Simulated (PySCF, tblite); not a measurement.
# C₁₂H₂₂MgO₃S (+2): electronic excitations, NMR shifts, part 1 of 2

Aim: compute the electronic excitations, NMR shifts of C₁₂H₂₂MgO₃S (+2) (`C1CC[C@H]2OCCSCCOCCO[C@H]2C1.[Mg+2]`).

Programs: tblite 0.8.0 and PySCF 2.14.0, with routines of our own; each step states its level. All values are computed. Atoms count from 0.

## 1. The system as given

39 atoms, charge 2, multiplicity 1; geometry from: force field, distance geometry or constructed start.

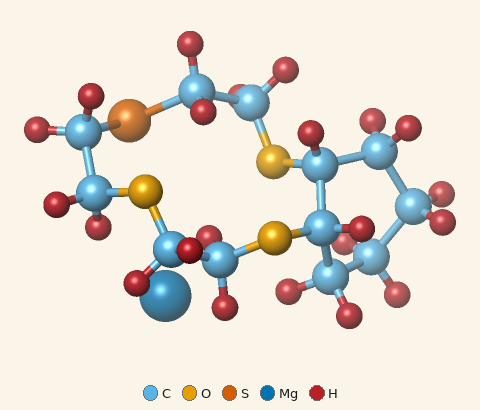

The starting geometry (carbon blue, oxygen amber, sulfur orange, magnesium blue, hydrogen red); sticks join atoms by distance alone.

## 2. Geometry optimisation with GFN2-xTB

What the job is given:

```
{"job": {"kind": "relax", "xc": "GFN2-xTB", "basis": "xTB"}, "charge": 2, "multiplicity": 1}
C     -3.271600    -0.786000     0.653000
C     -3.768500     0.438400    -0.123900
C     -2.643600     1.455200    -0.380000
C     -1.249300     0.832400    -0.536600
O     -0.602500     0.842400     0.758600
C      0.079400     2.074600     1.024400
C      1.554500     1.994000     0.609800
S      2.555500     1.184300     1.917100
C      3.950000     0.565600     0.904100
C      3.640400    -0.805600     0.309300
O      2.874900    -0.673400    -0.894000
C      2.127300    -1.861200    -1.192600
C      0.718200    -1.772400    -0.588200
O     -0.138900    -1.140300    -1.541200
C     -1.383300    -0.614500    -1.048500
C     -2.145500    -1.521700    -0.060200
Mg     0.947800    -2.517400     1.950800
H     -2.925600    -0.464600     1.641500
H     -4.108400    -1.473600     0.837500
H     -4.580400     0.923400     0.429300
H     -4.189800     0.110300    -1.073400
H     -2.902500     2.001100    -1.300600
H     -2.649100     2.199400     0.436900
H     -0.647700     1.401100    -1.242400
H     -0.401800     2.906300     0.497600
H     -0.027700     2.285900     2.099500
H      1.652700     1.456400    -0.332200
H      1.957400     3.002200     0.489200
H      4.198200     1.304100     0.132300
H      4.801800     0.478500     1.587300
H      3.144400    -1.448100     1.039700
H      4.584000    -1.288800     0.030200
H      2.661700    -2.741300    -0.820700
H      2.076700    -1.936000    -2.279900
H      0.346100    -2.786700    -0.436200
H      0.737200    -1.227800     0.351500
H     -1.994000    -0.555500    -1.962900
H     -2.549100    -2.371600    -0.628900
H     -1.486500    -1.968000     0.690500
```

Command:

```bash
$ OMP_NUM_THREADS=1 python large_run.py task.json out
```

The driver reads the jobs from task.json and runs them one after another.

What it wrote:

```text
step      E/eV     max force
  0   -1413.02157    2.005
  1   -1413.18414    0.607
  2   -1413.23109    0.629
  3   -1413.27557    0.666
  4   -1413.33211    0.728
  5   -1413.38548    0.795
  6   -1413.45169    0.878
  7   -1413.54761    0.984
  8   -1413.68787    1.083
  9   -1413.84484    1.202
 10   -1414.02359    1.206
 11   -1414.24376    1.085
 12   -1414.42564    1.194
 13   -1414.63684    1.142
 14   -1414.78754    1.116
 15   -1414.98110    1.168
 16   -1415.11209    1.148
 17   -1415.26276    1.108
 18   -1415.42735    0.988
 19   -1415.56351    0.854
 20   -1415.67604    0.848
 21   -1415.79916    0.641
 22   -1415.88015    0.661
 23   -1415.93731    0.595
 24   -1415.98708    0.710
 25   -1416.03765    0.639
 26   -1416.11996    0.658
 27   -1416.18836    0.641
 28   -1416.28217    0.759
 29   -1416.36606    0.916
 30   -1416.46772    0.783
 31   -1416.60918    0.883
 32   -1416.68989    0.604
 33   -1416.76077    0.838
 34   -1416.79524    1.007
 35   -1416.87628    0.687
 36   -1416.98414    0.736
 37   -1417.06077    0.541
 38   -1417.13729    0.560
 39   -1417.18656    0.378
 40   -1417.22137    0.537
 41   -1417.26087    0.342
 42   -1417.30253    0.314
 43   -1417.32943    0.267
 44   -1417.35618    0.279
 45   -1417.38405    0.369
 46   -1417.40694    0.259
 47   -1417.42597    0.250
 48   -1417.44335    0.272
 49   -1417.46462    0.320
 50   -1417.48889    0.368
 51   -1417.51326    0.340
 52   -1417.53452    0.295
 53   -1417.55755    0.320
 54   -1417.57855    0.379
 55   -1417.59871    0.343
 56   -1417.61584    0.399
 57   -1417.63538    0.239
 58   -1417.65249    0.238
 59   -1417.66885    0.246
 60   -1417.67603    0.162
 61   -1417.68511    0.159
 62   -1417.69247    0.227
 63   -1417.69971    0.208
 64   -1417.70512    0.136
 65   -1417.70898    0.100
 66   -1417.71199    0.097
 67   -1417.71337    0.069
 68   -1417.71605    0.109
 69   -1417.71752    0.128
 70   -1417.72057    0.107
 71   -1417.72310    0.092
 72   -1417.72638    0.103
 73   -1417.73040    0.139
 74   -1417.73600    0.182
 75   -1417.74230    0.179
 76   -1417.74851    0.119
 77   -1417.75458    0.138
 78   -1417.76108    0.167
 79   -1417.76817    0.171
 80   -1417.77535    0.159
 81   -1417.78224    0.163
 82   -1417.78931    0.192
 83   -1417.79725    0.193
 84   -1417.80599    0.166
 85   -1417.81472    0.167
 86   -1417.82286    0.192
 87   -1417.83023    0.182
 88   -1417.83682    0.127
 89   -1417.84250    0.110
 90   -1417.84721    0.111
 91   -1417.85109    0.132
 92   -1417.85409    0.122
 93   -1417.85615    0.121
 94   -1417.85896    0.093
 95   -1417.86299    0.089
 96   -1417.86625    0.111
 97   -1417.87048    0.125
 98   -1417.87366    0.096
 99   -1417.87647    0.078
100   -1417.87893    0.088
101   -1417.88140    0.085
102   -1417.88361    0.081
103   -1417.88555    0.093
104   -1417.88739    0.091
105   -1417.88926    0.086
106   -1417.89111    0.076
107   -1417.89291    0.074
108   -1417.89475    0.081
109   -1417.89680    0.081
110   -1417.89913    0.088
111   -1417.90152    0.090
112   -1417.90366    0.075
113   -1417.90552    0.064
114   -1417.90730    0.063
115   -1417.90919    0.075
116   -1417.91113    0.074
117   -1417.91287    0.070
118   -1417.91423    0.078
119   -1417.91537    0.091
120   -1417.91646    0.069
121   -1417.91783    0.054
122   -1417.91864    0.058
123   -1417.91951    0.060
124   -1417.92013    0.047
125   -1417.92070    0.036
126   -1417.92118    0.035
127   -1417.92160    0.038
128   -1417.92197    0.038
129   -1417.92233    0.033
130   -1417.92266    0.032
131   -1417.92296    0.029
132   -1417.92322    0.035
133   -1417.92350    0.039
134   -1417.92380    0.037
135   -1417.92412    0.030
136   -1417.92445    0.031
137   -1417.92478    0.041
138   -1417.92508    0.039
139   -1417.92535    0.027
140   -1417.92556    0.022
141   -1417.92573    0.026
142   -1417.92590    0.027
143   -1417.92607    0.025
144   -1417.92622    0.021
145   -1417.92632    0.018
```

Run time: 4.2 s. Hardware: 1 thread of Arm Neoverse V1, shared host; peak memory 0.18 GiB.

The steps of the relaxation:

```
step  energy from step 0 (eV)  largest force (eV/Å)
   0                   0.0000                2.0052
   1                  -0.1626                0.6069
   2                  -0.2095                0.6288
   3                  -0.2540                0.6662
   4                  -0.3105                0.7281
   5                  -0.3639                0.7941
   6                  -0.4301                0.8785
   7                  -0.5260                0.9847
   8                  -0.6663                1.0828
  20                  -2.6545                0.8488
  32                  -3.6683                0.6036
  44                  -4.3346                0.2793
  56                  -4.5943                0.3982
  68                  -4.6945                0.1099
  80                  -4.7538                0.1597
  92                  -4.8325                0.1224
 104                  -4.8658                0.0911
 116                  -4.8896                0.0745
 128                  -4.9004                0.0381
 141                  -4.9042                0.0253
 142                  -4.9043                0.0278
 143                  -4.9045                0.0247
 144                  -4.9046                0.0211
 145                  -4.9047                0.0179
```

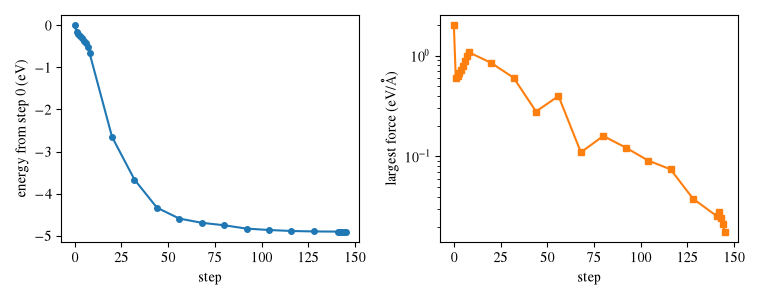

Energy and largest force along the relaxation.

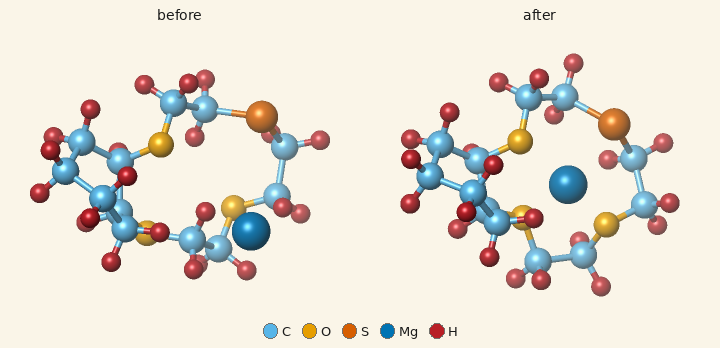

Before and after, at one scale.

Distances of close pairs at the start and the end, largest changes first:

```
    bond  before (Å)  after (Å)  change (Å)
O13–Mg16       3.908      1.977      -1.931
 O4–Mg16       3.888      1.958      -1.930
O10–Mg16       3.900      1.999      -1.901
C14–Mg16       4.249      2.607      -1.642
 S7–Mg16       4.036      2.428      -1.608
Mg16–H35       2.065      3.033      +0.967
Mg16–H38       2.796      2.044      -0.751
 C15–H38       1.094      1.122      +0.028
```

The final coordinates are the input of the step that follows.

## 3. Harmonic vibrations with GFN2-xTB

What the job is given:

```
{"job": {"kind": "ir", "xc": "GFN2-xTB", "basis": "xTB"}, "charge": 2, "multiplicity": 1}
C     -3.032502    -0.698181     0.927730
C     -3.685693     0.272064    -0.049439
C     -2.713401     1.410762    -0.363293
C     -1.278156     0.905439    -0.561857
O     -0.471670     1.028621     0.628453
C      0.025912     2.317806     0.958185
C      1.543769     2.348553     0.787484
S      2.299782     1.022936     1.810202
C      3.591206     0.299327     0.721438
C      3.492432    -1.224670     0.762139
O      2.209962    -1.653665     0.318981
C      2.134705    -2.101918    -1.035160
C      0.653787    -2.110898    -1.402622
O      0.182860    -0.840877    -0.970429
C     -1.218874    -0.595395    -0.877683
C     -1.855452    -1.419542     0.249350
Mg     0.665723    -0.537489     0.922334
H     -2.691849    -0.138461     1.803515
H     -3.760497    -1.432971     1.268597
H     -4.592966     0.686389     0.386122
H     -3.972804    -0.252499    -0.960790
H     -3.043402     1.946121    -1.252449
H     -2.715585     2.121327     0.465490
H     -0.777062     1.454008    -1.372409
H     -0.426250     3.084655     0.320808
H     -0.236789     2.530796     2.001590
H      1.819572     2.187791    -0.257875
H      1.941745     3.305382     1.128725
H      3.444931     0.675601    -0.294163
H      4.563451     0.627450     1.093353
H      3.618992    -1.581865     1.790700
H      4.279646    -1.665648     0.141465
H      2.562341    -3.106263    -1.130374
H      2.672976    -1.406162    -1.690612
H      0.521992    -2.231785    -2.484017
H      0.143338    -2.924761    -0.873461
H     -1.702905    -0.794391    -1.842217
H     -2.186064    -2.384752    -0.139200
H     -1.064904    -1.621659     1.019163
```

What it wrote:

```text
mode    cm-1     km/mol
  1      43.1      0.80
  2      59.9      0.33
  3      85.4      0.07
  4      97.1      2.50
  5     135.6      3.39
  6     144.6      3.81
  7     173.1      2.20
  8     180.6     16.25
  9     191.3      1.69
 10     219.1     19.07
 11     229.2     15.54
 12     242.5      5.78
 13     262.8      5.02
 14     274.9      2.18
 15     282.1     28.62
 16     307.6     33.81
 17     326.7      6.97
 18     332.9      5.82
 19     365.6     52.27
 20     393.1     15.58
 21     420.2      7.92
 22     446.3     15.42
 23     463.9      4.22
 24     472.4      2.38
 25     503.2     13.99
 26     540.5      0.60
 27     592.0      0.28
 28     665.7      3.77
 29     671.4      3.88
 30     685.9     12.33
 31     798.2      9.15
 32     814.6      4.66
 33     820.7      9.04
 34     863.7      4.51
 35     867.7      8.12
 36     898.9      3.71
 37     919.8      3.12
 38     934.0      6.34
 39     938.8     11.25
 40     955.4      6.81
 41     964.2      1.64
 42     974.0      9.28
 43     984.6      0.96
 44     996.2      5.42
 45    1014.1     30.22
 46    1035.8     30.19
 47    1048.8     24.19
 48    1062.4     14.89
 49    1067.5    133.77
 50    1073.8     15.88
 51    1084.6     23.93
 52    1093.6     52.18
 53    1098.8     25.44
 54    1120.4      5.04
 55    1128.4      4.43
 56    1132.2      2.61
 57    1144.4     36.02
 58    1149.6      6.22
 59    1169.8      8.43
 60    1175.0      7.69
 61    1185.7      7.11
 62    1193.3      5.09
 63    1206.4     14.84
 64    1212.6     11.87
 65    1230.4      3.76
 66    1233.4      8.28
 67    1239.7      4.06
 68    1249.8      2.74
 69    1269.4      5.48
 70    1282.1      1.20
 71    1297.9      1.24
 72    1299.8      7.48
 73    1305.4      8.02
 74    1307.8      0.35
 75    1313.7      2.10
 76    1321.9      1.68
 77    1329.0      2.66
 78    1336.1      7.64
 79    1345.8      0.24
 80    1400.0      3.57
 81    1406.4      4.17
 82    1408.9     24.58
 83    1432.8     24.05
 84    1437.8     15.94
 85    1446.6     12.24
 86    1452.8      3.02
 87    1454.4      9.71
 88    1476.6     10.75
 89    1485.8     11.56
 90    2577.1    404.76
 91    2875.8     17.62
 92    2911.2      0.81
 93    2916.9      5.55
 94    2923.5     14.00
 95    2928.9      0.38
 96    2938.7      0.46
 97    2941.6      0.86
 98    2945.7      3.63
 99    2948.0      3.12
100    2952.1      3.88
101    2954.9     12.83
102    2955.2      2.28
103    2955.7      0.84
104    2977.5      5.46
105    2989.8      2.17
106    2992.9      5.29
107    2995.2      4.19
108    3012.1     22.91
109    3023.5      1.41
110    3025.7      4.43
111    3037.9      4.36
```

It took 5.5 s on 1 thread of Arm Neoverse V1, shared host; peak memory 0.18 GiB.

The strongest bands and the atoms that carry them (share of the mass-weighted mode):

```
cm⁻¹  km/mol                                   atoms
 308    33.8            Mg16 31 %, O10 19 %, S7 18 %
 366    52.3                     O13 28 %, Mg16 26 %
1014    30.2                       H26 13 %, C6 10 %
1036    30.2  C14 24 %, O13 15 %, C11 14 %, C12 13 %
1068   133.8    C5 16 %, O4 15 %, O10 14 %, C11 11 %
1094    52.2                      O13 29 %, C12 21 %
1144    36.0  H27 19 %, H29 15 %, H26 13 %, H28 10 %
2577   404.8                                H38 93 %
```

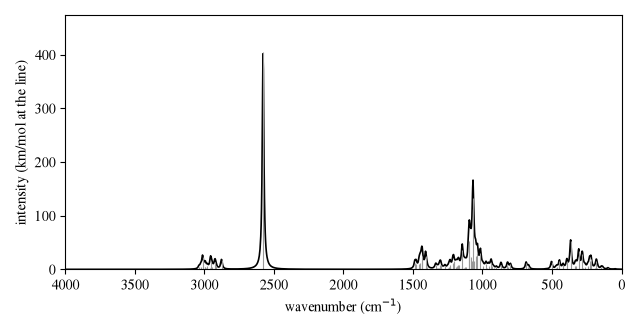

The infrared spectrum from these modes, unscaled. Lines are broadened to a width of 14 cm⁻¹ (Lorentzian).

## 4. Electronic excitations: TDA PBE0/def2-SVP

The job, as its differences from that of step 3:

```diff
@@ -1,2 +1,2 @@
-{"job": {"kind": "ir", "xc": "GFN2-xTB", "basis": "xTB"}, "charge": 2, "multiplicity": 1}
+{"job": {"kind": "uv", "basis": "def2-SVP", "grid": 1, "kgrid": 0, "vcut": 1.5, "nstates": 6, "ntriplets": 2, "tda": true, "delta": ["ip_vertical"], "pop": true, "xc": "PBE0"}, "charge": 2, "multiplicity": 1}
 C     -3.032502    -0.698181     0.927730
```

With the program's defaults for keys left out, this is: TDA PBE0/def2-SVP, vertical, gas phase, core orbitals frozen in the response, virtual orbitals cut by energy.

What it wrote:

```text
start: PBE on a coarse grid of 30984 points
cycle   1  E = -1291.6873331933  dE =  2.640e+00  |g| = 8.992e-01  |ddm| = 6.838e+00
cycle   2  E = -1291.3888955012  dE =  2.984e-01  |g| = 1.521e+00  |ddm| = 2.393e+00
cycle   3  E = -1291.8495643725  dE = -4.607e-01  |g| = 2.218e-01  |ddm| = 1.551e+00
cycle   4  E = -1291.8591124918  dE = -9.548e-03  |g| = 8.080e-02  |ddm| = 3.857e-01
cycle   5  E = -1291.8606570196  dE = -1.545e-03  |g| = 1.811e-02  |ddm| = 1.148e-01
cycle   6  E = -1291.8607284712  dE = -7.145e-05  |g| = 5.586e-03  |ddm| = 2.989e-02
final grid: 129638 points
cycle   7  E = -1292.2443286472  dE = -9.026e-03  |g| = 6.432e-02  |ddm| = 6.568e-01
cycle   8  E = -1292.2436560344  dE =  6.726e-04  |g| = 8.708e-02  |ddm| = 1.266e-01
cycle   9  E = -1292.2452072749  dE = -1.551e-03  |g| = 8.807e-03  |ddm| = 7.477e-02
cycle  10  E = -1292.2452223995  dE = -1.512e-05  |g| = 2.164e-03  |ddm| = 1.173e-02
cycle  11  E = -1292.2452222889  dE =  1.106e-07  |g| = 6.488e-04  |ddm| = 4.042e-03
cycle  12  E = -1292.2452244311  dE = -2.142e-06  |g| = 1.680e-04  |ddm| = 1.106e-03
cycle  13  E = -1292.2452222393  dE =  2.192e-06  |g| = 3.440e-05  |ddm| = 2.437e-04
converged SCF energy = -1292.2452222393
Vertical ionisation energy (delta-SCF) = 16.8636 eV   <S^2> = 0.752

Static polarisability (au): isotropic 148.229, principal 123.599 147.491 173.597

Singlet excitations
state   eV       nm        f      main configurations
  1   6.0208    205.9   0.02760   H->L 0.95
  2   6.0973    203.3   0.00846   H-1->L 0.94
  3   6.3072    196.6   0.00730   H-2->L 0.89, H-3->L 0.09
  4   6.4873    191.1   0.00057   H-3->L 0.88, H-2->L 0.09
  5   6.7614    183.4   0.00021   H->L+1 0.61, H-1->L+1 0.36
  6   6.8020    182.3   0.00065   H-4->L 0.98

Triplet excitations (Tamm-Dancoff, eV): 5.7500 6.0295
```

Wall time 100 s (1 thread of Arm Neoverse V1, shared host); peak memory 0.7 GiB.

The orbitals next to the gap, with their largest atomic shares:

```
orbital      eV                        atoms
 HOMO−4  -16.26    O10 45 %, C8 9 %, C11 8 %
 HOMO−3  -15.77   C1 19 %, C0 16 %, H20 12 %
 HOMO−2  -15.61   C1 17 %, H19 11 %, C2 10 %
 HOMO−1  -15.42    S7 29 %, C2 10 %, C1 10 %
   HOMO  -15.37      S7 40 %, C2 6 %, C0 6 %
   LUMO   -8.31  Mg16 70 %, C15 8 %, H38 7 %
 LUMO+1   -6.93  S7 37 %, C8 15 %, Mg16 14 %
 LUMO+2   -6.25    S7 28 %, C6 16 %, C8 14 %
 LUMO+3   -5.97    Mg16 31 %, S7 7 %, C6 6 %
```

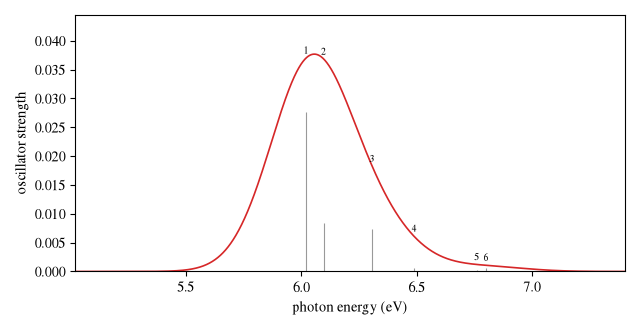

Absorption spectrum from the 6 singlet states computed; above the last one it falls off for lack of states. Lines are broadened to a width of 0.40 eV (Gaussian).

Further results of this job:

```
           property  computed
polarisability (Å³)     21.97
 HOMO–LUMO gap (eV)      7.06
      −ε(HOMO) (eV)     15.37
```

(Continued in part 2 of 2.)
